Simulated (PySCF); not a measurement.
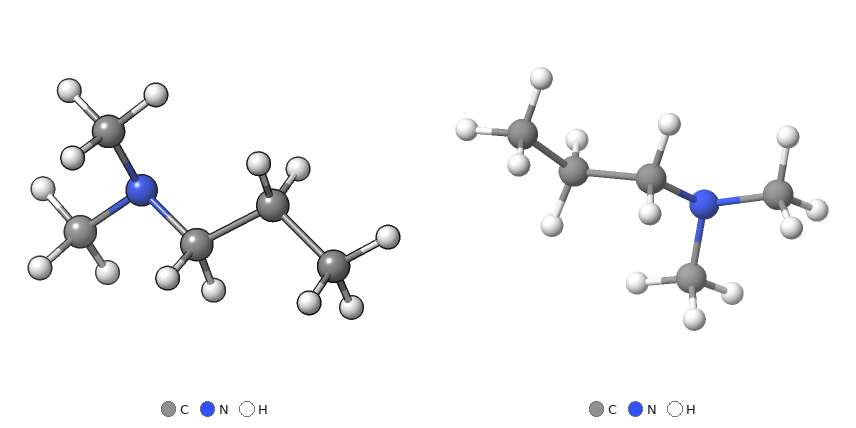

The same structure drawn twice, from different directions.

Computed geometry: PBE0-D3(BJ)/def2-SVP optimisation. No frequency run is at hand to confirm it as a minimum.

Question: Give the formula.

Answer: C₅H₁₃N, 19 atoms: 5 carbon, 13 hydrogen and 1 nitrogen.

Question: Which point group does it belong to?

Answer: C1.

Question: Count the bonded pairs by element.

Answer: 13 C–H, 3 C–N, 2 C–C.

Question: What is its SMILES?

Answer: CCCN(C)C

Question: Describe its rings.

Answer: It has no ring.

More results for the same structure follow; atom numbers are the same in all pictures, views and colours differ.

## Shape

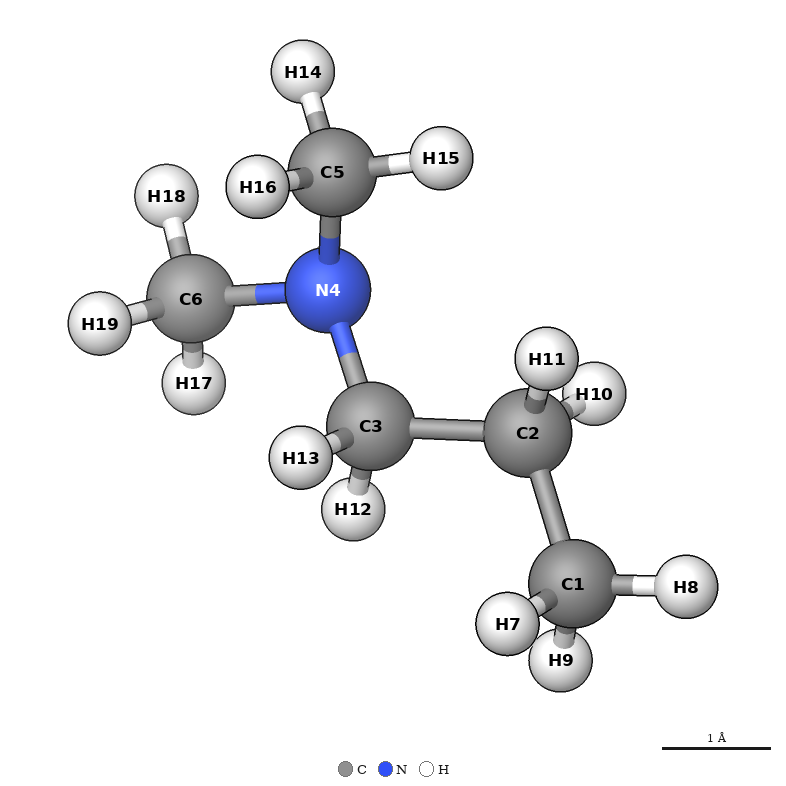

No frequency run is at hand to confirm it as a minimum.

List the bonds and their lengths. Leave out bonds to hydrogen.

| bond | length (Å) | order |
| --- | --- | --- |
| C1–C2 | 1.520 | single |
| C2–C3 | 1.522 | single |
| C3–N4 | 1.445 | single |
| N4–C5 | 1.440 | single |
| N4–C6 | 1.439 | single |

## NMR shielding

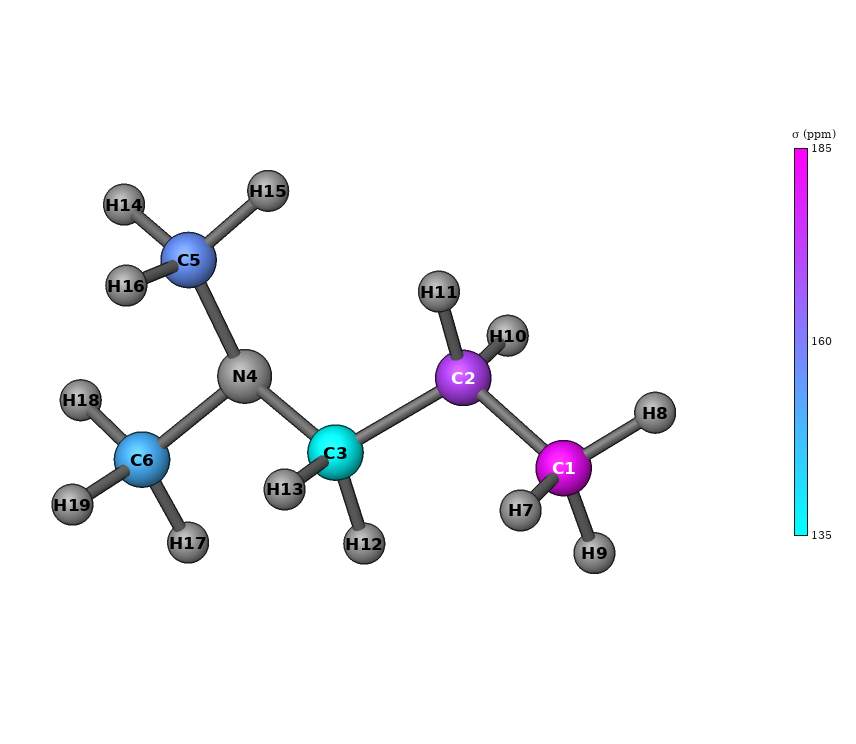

Atoms are coloured by their isotropic NMR shieldings (C only, the others grey). No frequency run is at hand to confirm it as a minimum. Level of theory: GIAO PBE0/cc-pVDZ NMR shielding, non-relativistic, gas phase (PySCF 2.14.0).

List the isotropic NMR shieldings of the C atoms.

```tsv
atom	σ (ppm)
C1	182.4
C2	171.4
C3	135.4
C5	155.8
C6	149.6
```

## Quadrupole coupling

No frequency run is at hand to confirm it as a minimum. Electric field gradients from the ground-state density, PBE0/cc-pVDZ (PySCF 2.14.0), non-relativistic apart from any core potentials.

Give the largest field-gradient component, the quadrupole coupling constant and the asymmetry for 14N at N4 (Q = 20.44 mb).

```tsv
atom	V_zz (a.u.)	e²qQ/h (MHz)	η
N4	−1.207	−5.80	0.02
```

## Electronic properties

No frequency run is at hand to confirm it as a minimum. Properties computed with PBE0/aug-cc-pVDZ, gas phase (PySCF 2.14.0).

Question: What is the dipole moment?

Answer: 0.35 D.

Question: Give the HOMO energy (Kohn–Sham orbital) at this level.

Answer: −6.06 eV.

Question: Give the LUMO energy (Kohn–Sham orbital) at this level.

Answer: −0.05 eV.
